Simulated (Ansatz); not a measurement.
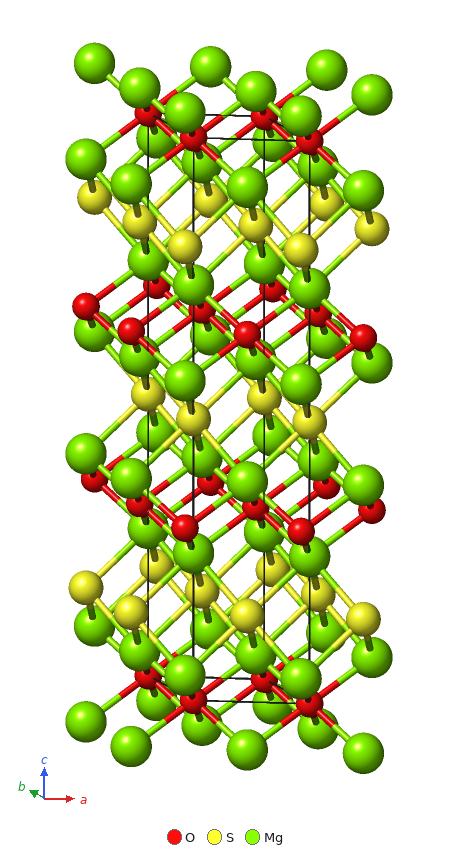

We look at a ball-and-stick model of the crystal slightly off an axis. One conventional unit cell is framed, with atoms on its boundary repeated. Periodic images bonded to atoms of the box are shown as well.

Mg2SO, space group R-3m (No. 166), a = 3.321 Å, b = 3.321 Å, c = 16.397 Å, α = 90.00°, β = 90.00°, γ = 120.00°. Provenance: a structure type filled with these elements by a generator (whether the compound takes this form wasn't checked). The cell was then strained or its atoms displaced on purpose. It was run through Ansatz as a DFT input.

This one geometry was computed with Ansatz (DFT, plane waves, PAW) at three levels of theory: PBE, r2SCAN and HSE06. It was relaxed with r2SCAN and then strained.

**Which level gives the highest pressure at this volume, and what does that say about its equilibrium volume?**

Highest: PBE (4.5 GPa), which points to the largest equilibrium volume. Lowest, with the smallest volume: r2SCAN (1.9 GPa) and HSE06 (1.5 GPa). Levels within 0.5 GPa of each other can't be told apart.

**How does the band gap change with the level of theory?**

PBE: a gap of 1.03 eV, direct; r2SCAN: a gap of 1.66 eV, direct; HSE06: a gap of 2.08 eV, direct.

**Collect the results in a table.**

| level | cutoff (eV) | k-mesh of the run's cell | gap (eV) | pressure (GPa) |
| --- | --- | --- | --- | --- |
| PBE | 420 | 10×10×10 | 1.03 | 4.5 |
| r2SCAN | 500 | 10×10×10 | 1.66 | 1.9 |
| HSE06 | 420 | 6×6×6 | 2.08 | 1.5 |

Gaps are taken on the k-mesh or band path of each run.
